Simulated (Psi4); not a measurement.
# CH6GaN (SMILES [CH3][GaH][NH2]): HF/6-31G(d) (spherical functions)

Aim: the vertical ionisation energy of CH6GaN at HF/6-31G* (spherical functions), from 2 runs. 

Program for the calculation: Psi4 1.11.

4 further runs of the same task are left out: 2 that didn't finish, 2 set aside as unsound or not needed.

## Step 1: The system as given

The species is CH6GaN (9 atoms), meant as a singlet with charge 0. As SMILES, `[CH3][GaH][NH2]`. The coordinates come from a PBE0-D4/def2-TZVP relaxation.

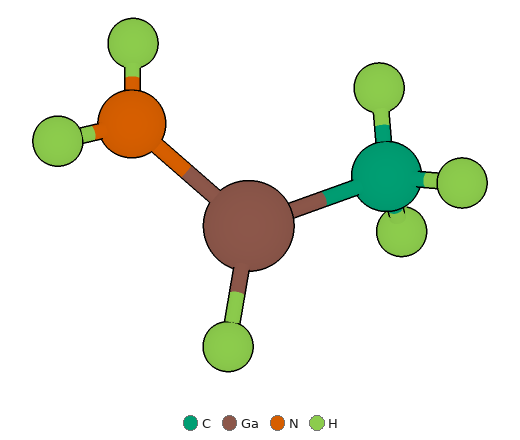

The structure, seen from a chosen angle (carbon teal, gallium brown, nitrogen orange, hydrogen green).

## Step 2: Energy and gradient at HF/6-31G(d) (spherical functions)

File run.py:

```python
import psi4

psi4.set_memory(2200000000)
psi4.set_num_threads(1)
psi4.core.set_output_file('output.dat', False)

mol = psi4.geometry("""
0 1
C     -0.279100     0.944700    -1.124800
Ga     0.513400    -0.531900    -0.104400
N     -0.068200    -0.807600     1.596800
H     -0.756000     0.568300    -2.033100
H      0.493400     1.652200    -1.435600
H     -1.026300     1.483500    -0.540100
H      1.617900    -1.521300    -0.608700
H      0.276500    -1.536600     2.197700
H     -0.771600    -0.251300     2.052200
symmetry c1
no_reorient
no_com
""")

psi4.set_options({
    'basis': '6-31G*',
    'reference': 'rhf',
    'puream': True,
    'e_convergence': 1e-09,
    'd_convergence': 1e-08,
    'scf_type': 'pk',
})

result, w = psi4.gradient("hf", return_wfn=True)
psi4.oeprop(w, "QUADRUPOLE", "LOWDIN_CHARGES", "WIBERG_LOWDIN_INDICES", title="HF")
print('gradient / Eh bohr^-1')
print(result.np.round(6))
print(f'energy = {w.energy():.10f} Eh')
```

Run with:

```sh
$ python run.py
```

output.dat, shortened:

```text
[...]
  Running in c1 symmetry.
[...]
  Nuclear repulsion =  188.630644528012226
[...]
  Multiplicity = 1
[...]
  Nalpha       = 25
  Nbeta        = 25
[...]
    Number of basis functions: 72
[...]
   @RHF iter   1: -2017.21538054749453   -3.11871e+00   3.63241e-02 DIIS/ADIIS
[...]
   @RHF iter  12: -2018.77686053454204   -1.38698e-11   6.98754e-09 DIIS
[...]
    Orbital Energies [Eh]
    ---------------------
    Doubly Occupied:
       1A   -378.810244     2A    -48.188032     3A    -42.519991
       4A    -42.516707     5A    -42.516213     6A    -15.520086
       7A    -11.196436     8A     -6.399046     9A     -4.494082
      10A     -4.488542    11A     -4.487620    12A     -1.192760
      13A     -1.181119    14A     -1.181031    15A     -1.178562
      16A     -1.176615    17A     -1.079794    18A     -0.916283
      19A     -0.629963    20A     -0.594277    21A     -0.544195
      22A     -0.540012    23A     -0.457015    24A     -0.400342
      25A     -0.380164
[...]
  @RHF Final Energy: -2018.77686053454204
   => Energetics <=
    Nuclear Repulsion Energy =            188.6306445280122261
    One-Electron Energy =               -3189.6367458570343842
    Two-Electron Energy =                 982.2292407944803472
    Total Energy =                      -2018.7768605345420383
[...]
  -Total Gradient:
     Atom            X                  Y                   Z
    ------   -----------------  -----------------  -----------------
       1        0.002981537165    -0.006925777156     0.006462573523
       2       -0.000411306903     0.002023856542    -0.002812830209
       3        0.003742384539     0.002283308887    -0.011900240039
       4       -0.001288029482    -0.002319339033    -0.003336369091
       5        0.003618744693     0.001934134257    -0.000964165298
       6       -0.002906335685     0.001685304246     0.003008202740
       7       -0.003313345590     0.002508945042     0.002346010101
       8        0.003424151763    -0.006273385793     0.004230637035
       9       -0.005847800406     0.005082952978     0.002966181242
[...]
 Multipole Moments:
 ------------------------------------------------------------------------------------
     Multipole            Electronic (a.u.)      Nuclear  (a.u.)        Total (a.u.)
 ------------------------------------------------------------------------------------
 L = 1.  Multiply by 2.5417464519 to convert [e a0] to [Debye]
 Dipole X            :        -25.8730977           25.6951730           -0.1779247
 Dipole Y            :         30.5003003          -30.3850953            0.1152050
 Dipole Z            :         -1.3964676            1.5586461            0.1621785
 Magnitude           :                                                    0.2668918
 L = 2.  Multiply by 1.3450342976 to convert [e a0^2] to [Debye ang]
 Quadrupole XX       :        -72.4790459           49.3828141          -23.0962317
 Quadrupole XY       :         49.0461716          -48.1775252            0.8686464
[...]
```

The script printed:

```text
gradient / Eh bohr^-1
[[ 0.002982 -0.006926  0.006463]
 [-0.000411  0.002024 -0.002813]
 [ 0.003742  0.002283 -0.0119  ]
 [-0.001288 -0.002319 -0.003336]
 [ 0.003619  0.001934 -0.000964]
 [-0.002906  0.001685  0.003008]
 [-0.003313  0.002509  0.002346]
 [ 0.003424 -0.006273  0.004231]
 [-0.005848  0.005083  0.002966]]
energy = -2018.7768605345 Eh
```

Wall time 13 s (1 thread of AMD EPYC 7R43 (Zen 3), shared host); peak memory 0.25 GiB.

## Step 3: The doublet cation: the energy at UHF/6-31G(d) (spherical functions)

File ch6gan.xyz:

```xyz
9
CH6GaN
C     -0.279100     0.944700    -1.124800
Ga     0.513400    -0.531900    -0.104400
N     -0.068200    -0.807600     1.596800
H     -0.756000     0.568300    -2.033100
H      0.493400     1.652200    -1.435600
H     -1.026300     1.483500    -0.540100
H      1.617900    -1.521300    -0.608700
H      0.276500    -1.536600     2.197700
H     -0.771600    -0.251300     2.052200
```

File ch6gan_ase.py:

```python
import numpy as np
from ase.calculators.psi4 import Psi4
from ase.io import read

atoms = read('ch6gan.xyz')
calc = Psi4(atoms=atoms, method='hf', basis='6-31G*', memory='2200MB', num_threads=1, charge=1, multiplicity=2, label='calc', reference='uhf')
calc.psi4.set_options({'puream': True, 'e_convergence': 1e-09, 'd_convergence': 1e-08, 'scf_type': 'pk', 'maxiter': 100})
atoms.calc = calc

print(f'energy: {atoms.get_potential_energy():.6f} eV')
```

Run with:

```sh
$ python ch6gan_ase.py
```

calc.dat, shortened:

```text
[...]
  Running in c1 symmetry.
[...]
  Nuclear repulsion =  188.630644528012226
[...]
  Multiplicity = 2
[...]
  Nalpha       = 25
  Nbeta        = 24
[...]
    Number of basis functions: 72
[...]
   @UHF iter   1: -2016.92237781339759   -2.82571e+00   3.63880e-02 ADIIS/DIIS
[...]
   @UHF iter  15: -2018.48779833835033   -9.32232e-12   7.01462e-09 DIIS
[...]
   @S^2 Observed:                7.585359268E-01
[...]
    Orbital Energies [Eh]
    ---------------------
    Alpha Occupied:
       1A   -379.048870     2A    -48.427163     3A    -42.758992
       4A    -42.755973     5A    -42.754666     6A    -15.923107
       7A    -11.371723     8A     -6.638357     9A     -4.732960
      10A     -4.729485    11A     -4.723991    12A     -1.525092
      13A     -1.422913    14A     -1.419174    15A     -1.414816
      16A     -1.413693    17A     -1.409777    18A     -1.088945
      19A     -0.998033    20A     -0.934018    21A     -0.856919
      22A     -0.717219    23A     -0.705942    24A     -0.685334
      25A     -0.588270
    Alpha Virtual:
[...]
  @UHF Final Energy: -2018.48779833835033
   => Energetics <=
    Nuclear Repulsion Energy =            188.6306445280122261
    One-Electron Energy =               -3177.2313639579087976
    Two-Electron Energy =                 970.1129210915458998
    Total Energy =                      -2018.4877983383503306
  UHF NO Occupations:
  HONO-2 :   23  A 1.9991874
  HONO-1 :   24  A 1.9972387
[...]
 Multipole Moments:
 ------------------------------------------------------------------------------------
     Multipole            Electronic (a.u.)      Nuclear  (a.u.)        Total (a.u.)
 ------------------------------------------------------------------------------------
 L = 1.  Multiply by 2.5417464519 to convert [e a0] to [Debye]
 Dipole X            :          2.5826510           -3.2328397           -0.6501887
 Dipole Y            :         -3.9459864            3.5222631           -0.4237233
 Dipole Z            :          1.7652947            0.3457455            2.1110402
 Magnitude           :                                                    2.2491726
[...]
```

On the terminal:

```text
energy: -54925.850666 eV
```

It took 5.7 s on 1 thread of AMD EPYC 7R43 (Zen 3), shared host; peak memory 0.29 GiB.

## Step 4: What came out

Level: HF/6-31G* (spherical functions).

```
                                          quantity           value
                      singlet CH6GaN: total energy  -2018.77686 Eh
                     singlet CH6GaN: dipole moment          0.68 D
                       singlet CH6GaN: HOMO energy       -10.34 eV
                       singlet CH6GaN: LUMO energy         2.41 eV
                     singlet CH6GaN: HOMO–LUMO gap        12.76 eV
          singlet CH6GaN: largest force on an atom      0.652 eV/Å
                      doublet cation: total energy  -2018.48780 Eh
doublet cation: HOMO energy (highest over α and β)       -16.01 eV
 doublet cation: LUMO energy (lowest over α and β)        -6.23 eV
                              doublet cation: ⟨S²⟩           0.759
vertical ionisation energy (to the doublet cation)        7.866 eV
```

The vertical ionisation energy comes to 7.87 eV (759 kJ/mol). The largest force (singlet CH6GaN) is 0.65 eV/Å: the shape isn't a stationary point for this species at this level. The negative HOMO energy of the first species, 10.34 eV, lies 2.48 eV above that difference.
